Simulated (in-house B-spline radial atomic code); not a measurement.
# Ta: a fraction of an electron added to 5d, part 1 of 2

Aim: the energy of Ta as a fraction of an electron is added to 5d, to see how far it bends away from a straight line.

The numbers are computed with in-house B-spline radial atomic code version 1 (scalar-relativistic (spin-free one-electron X2C) TPSSh, spin-polarised, spherical fractional occupations, Fermi nucleus, basis-set limit), except any that are marked as measured or tabulated.

### 1 The atom as given

```
element       : tantalum (Z = 73)
charge        : 0
electrons     : 73
configuration : [Xe] 4f14 5d3 6s2
Hamiltonian   : scalar-relativistic (X2C)
nucleus       : Fermi, rms radius 5.351 fm
```

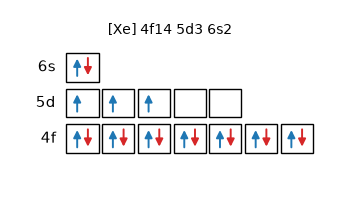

Occupation of the outer shells (arrows by Hund's rule).

Where spins are not typed, each open shell is filled with up spins first.

### 2 The start, at fraction 0

Input settings:

```ini
Z = 73
electrons = 73.0
configuration = [Xe] 4f14 5d3 6s2
hamiltonian = x2c
method = tpssh
spin_polarised = True
nucleus = fermi
rms_radius = 5.3507
mass_number = 181
atomic_mass = 180.947998528
speed_of_light = 137.035999084
```

Main fields of the result record, rounded:

```text
{
  "status": "converged",
  "scf [iteration, energy, orbital gradient]": [
    [1, -15604.7979495, 0.124],
    [2, -15604.8037788, 0.00211],
    [3, -15604.8038102, 0.000959],
    [4, -15604.8038153, 0.00032],
    [5, -15604.8038152, 0.000235],
    [6, -15604.8038156, 0.000198],
    [7, -15604.8038166, 9.23e-06],
    [8, -15604.8038166, 1.66e-06],
    [9, -15604.8038166, 2.13e-07]
  ],
  "energy [hartree]": {"total": -15604.8038166, "kinetic": 17524.5181916, "nuclear": -38938.1826273, "coulomb": 6129.01770077, "exact_exchange": -31.5188737959, "xc": -288.638207849},
  "orbitals [hartree, bohr; first row names the columns]": [
    ["name", "occ", "eps", "<r>", "<r^2>", "<1/r>", "r_max"],
    ["1s up", 1.0, -2471.2379, 0.017865, 0.00044679, 93.501, 0.01074],
    ["1s down", 1.0, -2471.2382, 0.017865, 0.00044679, 93.501, 0.01074],
    ["2s up", 1.0, -425.03947, 0.078145, 0.0072851, 21.812, 0.066657],
    ["2s down", 1.0, -425.03563, 0.078145, 0.007285, 21.812, 0.066657],
    ["2p up", 3.0, -373.59435, 0.07001, 0.0060048, 18.39, 0.054174],
    ["2p down", 3.0, -373.59118, 0.07001, 0.0060047, 18.39, 0.054173],
    ["3s up", 1.0, -97.679846, 0.20416, 0.047795, 7.8529, 0.18867],
    ["3s down", 1.0, -97.679606, 0.20416, 0.047794, 7.8529, 0.18867],
    ["3p up", 3.0, -82.247254, 0.20403, 0.048372, 6.9379, 0.18617],
    ["3p down", 3.0, -82.246721, 0.20403, 0.048371, 6.9379, 0.18617],
    ["3d up", 5.0, -63.663573, 0.18561, 0.040396, 6.4678, 0.15194],
    ["3d down", 5.0, -63.661108, 0.18561, 0.040397, 6.4677, 0.15194],
    ["4s up", 1.0, -20.068321, 0.45894, 0.23797, 3.2455, 0.42946],
    ["4s down", 1.0, -20.065259, 0.45898, 0.23801, 3.2451, 0.42948],
    ["4p up", 3.0, -14.970324, 0.48692, 0.26991, 2.8769, 0.44928],
    ["4p down", 3.0, -14.967713, 0.48695, 0.26993, 2.8765, 0.44932],
    ["4d up", 5.0, -8.2845462, 0.52357, 0.31803, 2.5333, 0.462],
    ["4d down", 5.0, -8.2809608, 0.5235, 0.31788, 2.5332, 0.46207],
    ["5s up", 1.0, -2.7588077, 1.1083, 1.3819, 1.2206, 0.99391],
    ["5s down", 1.0, -2.7154794, 1.1011, 1.3631, 1.2302, 0.99],
    ["5p up", 3.0, -1.5234112, 1.2999, 1.9205, 1.0099, 1.1273],
    ["5p down", 3.0, -1.4604227, 1.2878, 1.8841, 1.0211, 1.1205],
    ["4f up", 7.0, -0.96260673, 0.64098, 0.52413, 1.9988, 0.44184],
    ["4f down", 7.0, -0.95314904, 0.63609, 0.51355, 2.007, 0.44164],
    ["5d up", 3.0, -0.15965386, 2.218, 6.033, 0.59922, 1.5876],
    ["6s up", 1.0, -0.22778148, 3.2403, 11.948, 0.39192, 2.7535],
    ["6s down", 1.0, -0.1784437, 3.4485, 13.628, 0.36622, 2.874]
  ],
  "sum_r [bohr^k]": {"-1": 551.1996, "1": 45.43045, "2": 71.21324}
}
```

Wall time 0.58 s (1 thread, shared host).

Meta-GGA runs start from a PBE run whose iterations are not counted.

### 3 0.1 electron added to 5d

Settings: those of step 2 with these lines changed.

```diff
@@ -1,4 +1,4 @@
 Z = 73
-electrons = 73.0
-configuration = [Xe] 4f14 5d3 6s2
+electrons = 73.1
+configuration = [Xe] 4f14 5d3.1 6s2
 hamiltonian = x2c
```

Main fields:

```text
{
  "status": "converged",
  "scf [iteration, energy, orbital gradient]": [
    [1, -15604.8125697, 0.124],
    [2, -15604.8184122, 0.00211],
    [3, -15604.8184441, 0.000961],
    [4, -15604.8184493, 0.000318],
    [5, -15604.8184491, 0.000245],
    [6, -15604.8184497, 0.000197],
    [7, -15604.8184507, 9.6e-06],
    [8, -15604.8184507, 1.66e-06],
    [9, -15604.8184507, 1.47e-07]
  ],
  "energy [hartree]": {"total": -15604.8184507, "kinetic": 17524.5215154, "nuclear": -38940.4634055, "coulomb": 6131.3089421, "exact_exchange": -31.5219023554, "xc": -288.663600291},
  "orbitals [hartree, bohr; first row names the columns]": [
    ["name", "occ", "eps", "<r>"],
    ["1s up", 1.0, -2471.2064, 0.017865],
    ["1s down", 1.0, -2471.2067, 0.017865],
    ["2s up", 1.0, -425.00775, 0.078145],
    ["2s down", 1.0, -425.00385, 0.078145],
    ["2p up", 3.0, -373.56264, 0.07001],
    ["2p down", 3.0, -373.55943, 0.07001],
    ["3s up", 1.0, -97.64818, 0.20416],
    ["3s down", 1.0, -97.647941, 0.20416],
    ["3p up", 3.0, -82.215594, 0.20403],
    ["3p down", 3.0, -82.215058, 0.20403],
    ["3d up", 5.0, -63.631909, 0.18561],
    ["3d down", 5.0, -63.629411, 0.18561],
    ["4s up", 1.0, -20.036659, 0.45894],
    ["4s down", 1.0, -20.033559, 0.45898],
    ["4p up", 3.0, -14.938649, 0.48692],
    ["4p down", 3.0, -14.936008, 0.48695],
    ["4d up", 5.0, -8.2528534, 0.52357],
    ["4d down", 5.0, -8.2492248, 0.5235],
    ["5s up", 1.0, -2.7274519, 1.1086],
    ["5s down", 1.0, -2.6834501, 1.1012],
    ["5p up", 3.0, -1.4927769, 1.3007],
    ["5p down", 3.0, -1.4286924, 1.2882],
    ["4f up", 7.0, -0.93096607, 0.6411],
    ["4f down", 7.0, -0.921367, 0.63611],
    ["5d up", 3.1, -0.13316464, 2.2451],
    ["6s up", 1.0, -0.20480975, 3.2729],
    ["6s down", 1.0, -0.15449304, 3.5025]
  ],
  "sum_r [bohr^k]": {"-1": 551.2308, "1": 45.8278, "2": 73.13171},
  "energy_minus_base [hartree]": -0.0146341268
}
```

Run time: 0.57 s. Hardware: 1 thread, shared host.

energy_minus_base is the energy less that of the reference run.

### 4 0.2 electron added to 5d

Settings: those of step 3 with these lines changed.

```diff
@@ -1,4 +1,4 @@
 Z = 73
-electrons = 73.1
-configuration = [Xe] 4f14 5d3.1 6s2
+electrons = 73.2
+configuration = [Xe] 4f14 5d3.2 6s2
 hamiltonian = x2c
```

Main fields:

```text
{
  "status": "converged",
  "scf [iteration, energy, orbital gradient]": [
    [1, -15604.8245808, 0.124],
    [2, -15604.8304376, 0.00211],
    [3, -15604.8304702, 0.000963],
    [4, -15604.8304756, 0.000316],
    [5, -15604.8304753, 0.000258],
    [6, -15604.8304761, 0.000194],
    [7, -15604.8304771, 9.9e-06],
    [8, -15604.8304771, 1.85e-06],
    [9, -15604.8304771, 1.63e-07]
  ],
  "energy [hartree]": {"total": -15604.8304771, "kinetic": 17524.5226159, "nuclear": -38942.6656524, "coulomb": 6133.52544575, "exact_exchange": -31.5248873921, "xc": -288.68799898},
  "orbitals [hartree, bohr; first row names the columns]": [
    ["name", "occ", "eps", "<r>"],
    ["1s up", 1.0, -2471.1759, 0.017865],
    ["1s down", 1.0, -2471.1763, 0.017865],
    ["2s up", 1.0, -424.97713, 0.078145],
    ["2s down", 1.0, -424.97317, 0.078145],
    ["2p up", 3.0, -373.53201, 0.07001],
    ["2p down", 3.0, -373.52876, 0.07001],
    ["3s up", 1.0, -97.617595, 0.20416],
    ["3s down", 1.0, -97.617356, 0.20416],
    ["3p up", 3.0, -82.185014, 0.20403],
    ["3p down", 3.0, -82.184475, 0.20403],
    ["3d up", 5.0, -63.601325, 0.18561],
    ["3d down", 5.0, -63.598797, 0.18561],
    ["4s up", 1.0, -20.006074, 0.45894],
    ["4s down", 1.0, -20.002939, 0.45898],
    ["4p up", 3.0, -14.908053, 0.48691],
    ["4p down", 3.0, -14.905384, 0.48695],
    ["4d up", 5.0, -8.2222398, 0.52357],
    ["4d down", 5.0, -8.2185714, 0.52349],
    ["5s up", 1.0, -2.6971356, 1.1088],
    ["5s down", 1.0, -2.6525025, 1.1013],
    ["5p up", 3.0, -1.4631326, 1.3014],
    ["5p down", 3.0, -1.3980141, 1.2886],
    ["4f up", 7.0, -0.90039816, 0.64122],
    ["4f down", 7.0, -0.89066698, 0.63613],
    ["5d up", 3.2, -0.10750655, 2.274],
    ["6s up", 1.0, -0.18244169, 3.3064],
    ["6s down", 1.0, -0.13119702, 3.5607]
  ],
  "sum_r [bohr^k]": {"-1": 551.2609, "1": 46.24082, "2": 75.2033},
  "energy_minus_base [hartree]": -0.0266605212
}
```

Run time: 0.57 s. Hardware: 1 thread, shared host.

### 5 0.3 electron added to 5d

Settings: those of step 4 with these lines changed.

```diff
@@ -1,4 +1,4 @@
 Z = 73
-electrons = 73.2
-configuration = [Xe] 4f14 5d3.2 6s2
+electrons = 73.3
+configuration = [Xe] 4f14 5d3.3 6s2
 hamiltonian = x2c
```

Main fields:

```text
{
  "status": "converged",
  "scf [iteration, energy, orbital gradient]": [
    [1, -15604.8340681, 0.124],
    [2, -15604.8399407, 0.0021],
    [3, -15604.839974, 0.000967],
    [4, -15604.8399797, 0.000313],
    [5, -15604.8399792, 0.000278],
    [6, -15604.8399804, 0.000188],
    [7, -15604.8399814, 1.01e-05],
    [8, -15604.8399814, 2.33e-06],
    [9, -15604.8399814, 2.01e-07]
  ],
  "energy [hartree]": {"total": -15604.8399814, "kinetic": 17524.5215872, "nuclear": -38944.7850836, "coulomb": 6135.66268087, "exact_exchange": -31.5278195726, "xc": -288.711346255},
  "orbitals [hartree, bohr; first row names the columns]": [
    ["name", "occ", "eps", "<r>"],
    ["1s up", 1.0, -2471.1467, 0.017865],
    ["1s down", 1.0, -2471.147, 0.017865],
    ["2s up", 1.0, -424.94765, 0.078145],
    ["2s down", 1.0, -424.94365, 0.078145],
    ["2p up", 3.0, -373.50254, 0.07001],
    ["2p down", 3.0, -373.49925, 0.07001],
    ["3s up", 1.0, -97.58815, 0.20416],
    ["3s down", 1.0, -97.587911, 0.20416],
    ["3p up", 3.0, -82.155574, 0.20403],
    ["3p down", 3.0, -82.155032, 0.20403],
    ["3d up", 5.0, -63.571882, 0.18561],
    ["3d down", 5.0, -63.569326, 0.18561],
    ["4s up", 1.0, -19.976628, 0.45894],
    ["4s down", 1.0, -19.973459, 0.45898],
    ["4p up", 3.0, -14.878596, 0.48691],
    ["4p down", 3.0, -14.875901, 0.48695],
    ["4d up", 5.0, -8.1927658, 0.52356],
    ["4d down", 5.0, -8.1890604, 0.52349],
    ["5s up", 1.0, -2.6679214, 1.1091],
    ["5s down", 1.0, -2.6226979, 1.1014],
    ["5p up", 3.0, -1.4345413, 1.3021],
    ["5p down", 3.0, -1.3684501, 1.2889],
    ["4f up", 7.0, -0.87096359, 0.64133],
    ["4f down", 7.0, -0.86110925, 0.63614],
    ["5d up", 3.3, -0.082730568, 2.3048],
    ["6s up", 1.0, -0.1607159, 3.3409],
    ["6s down", 1.0, -0.10859479, 3.6237]
  ],
  "sum_r [bohr^k]": {"-1": 551.2899, "1": 46.67161, "2": 77.45619},
  "energy_minus_base [hartree]": -0.0361647798
}
```

Wall time 0.57 s (1 thread, shared host).

### 6 0.4 electron added to 5d

Settings: those of step 5 with these lines changed.

```diff
@@ -1,4 +1,4 @@
 Z = 73
-electrons = 73.3
-configuration = [Xe] 4f14 5d3.3 6s2
+electrons = 73.4
+configuration = [Xe] 4f14 5d3.4 6s2
 hamiltonian = x2c
```

Main fields:

```text
{
  "status": "converged",
  "scf [iteration, energy, orbital gradient]": [
    [1, -15604.8411224, 0.124],
    [2, -15604.8470125, 0.0021],
    [3, -15604.8470467, 0.000971],
    [4, -15604.8470528, 0.000309],
    [5, -15604.847052, 0.000303],
    [6, -15604.8470538, 0.000178],
    [7, -15604.8470547, 1.29e-05],
    [8, -15604.8470547, 2.88e-06],
    [9, -15604.8470547, 2.41e-07]
  ],
  "energy [hartree]": {"total": -15604.8470547, "kinetic": 17524.5185274, "nuclear": -38946.8165217, "coulomb": 6137.71520144, "exact_exchange": -31.5306881762, "xc": -288.733573678},
  "orbitals [hartree, bohr; first row names the columns]": [
    ["name", "occ", "eps", "<r>"],
    ["1s up", 1.0, -2471.1186, 0.017865],
    ["1s down", 1.0, -2471.1189, 0.017865],
    ["2s up", 1.0, -424.91939, 0.078145],
    ["2s down", 1.0, -424.91534, 0.078145],
    ["2p up", 3.0, -373.47429, 0.07001],
    ["2p down", 3.0, -373.47096, 0.07001],
    ["3s up", 1.0, -97.559917, 0.20416],
    ["3s down", 1.0, -97.559678, 0.20416],
    ["3p up", 3.0, -82.127345, 0.20403],
    ["3p down", 3.0, -82.126802, 0.20403],
    ["3d up", 5.0, -63.543652, 0.18561],
    ["3d down", 5.0, -63.54107, 0.18561],
    ["4s up", 1.0, -19.948391, 0.45894],
    ["4s down", 1.0, -19.945192, 0.45898],
    ["4p up", 3.0, -14.850349, 0.48691],
    ["4p down", 3.0, -14.847631, 0.48694],
    ["4d up", 5.0, -8.1645039, 0.52356],
    ["4d down", 5.0, -8.1607643, 0.52348],
    ["5s up", 1.0, -2.6398843, 1.1093],
    ["5s down", 1.0, -2.5941101, 1.1014],
    ["5p up", 3.0, -1.407078, 1.3027],
    ["5p down", 3.0, -1.3400749, 1.2892],
    ["4f up", 7.0, -0.84273534, 0.64143],
    ["4f down", 7.0, -0.8327664, 0.63615],
    ["5d up", 3.4, -0.058898445, 2.338],
    ["6s up", 1.0, -0.13968029, 3.3764],
    ["6s down", 1.0, -0.08673402, 3.6923]
  ],
  "sum_r [bohr^k]": {"-1": 551.3176, "1": 47.12294, "2": 79.92873},
  "energy_minus_base [hartree]": -0.0432380906
}
```

It took 0.57 s on 1 thread, shared host.

(Continued in part 2 of 2.)
